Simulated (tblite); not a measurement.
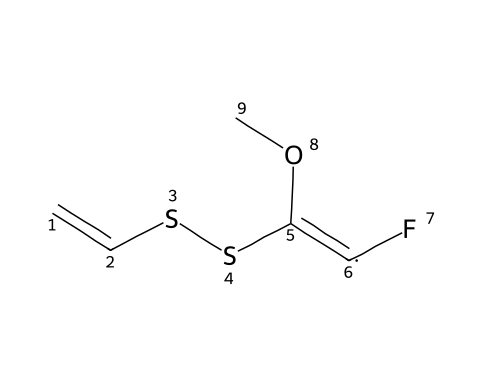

A structural formula, with wedges where it has stereocentres; small numbers name the atoms. The configuration is that of a computed structure (GFN2-xTB).

What are the Cahn–Ingold–Prelog descriptors?

Answer. C5=C6: E.

Give a SMILES with the stereochemistry.

Answer. C=CSS/C(=[C]/F)OC
